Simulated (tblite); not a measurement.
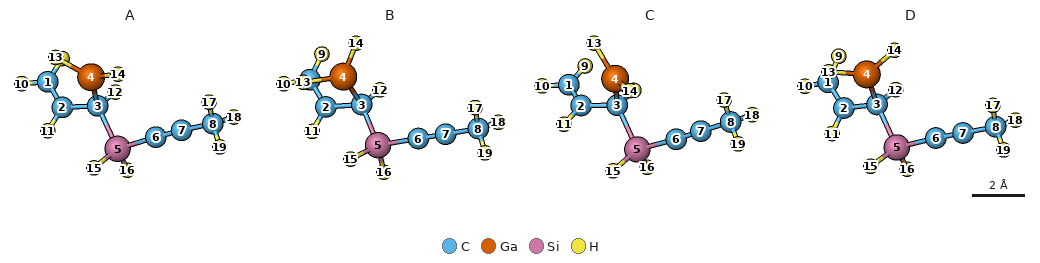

4 geometries from one relaxation of C$_{6}$H$_{11}$GaSi, in shuffled order. Style: ball-and-stick. Shown at a tilt.

Level of theory: tblite 0.8.0, GFN2-xTB geometry optimisation, gas phase. 

### Put them in the order of the run, from the start to the converged end.

B, D, A, C. They are steps 0, 61, 83, 163, at +71.9 kJ/mol, +9.44 kJ/mol, +4.38 kJ/mol relative to the last. The largest move after the best rigid fit is that of H14, 2.29 Å. By element the largest moves are H 2.29 Å, Ga 0.51 Å, C 0.39 Å, Si 0.29 Å. Some distances before and after: C1–Ga4 3.049 → 3.697 Å, Ga4–H14 1.417 → 1.587 Å, C3–Si5 1.827 → 1.907 Å, C3–Ga4 2.123 → 2.056 Å. Among the angles between lasting bonds that change: C2–C3–Ga4 91.3° → 105.1°, C3–Si5–C6 111.4° → 104.1°, Ga4–C3–H12 114.6° → 107.8°. Groups turn about C2–C3 by about 35°. After 163 geometry steps the energy has fallen by 71.9 kJ/mol. Cost: 2.5 s on 1 thread of Arm Neoverse N1, with other jobs on the host.
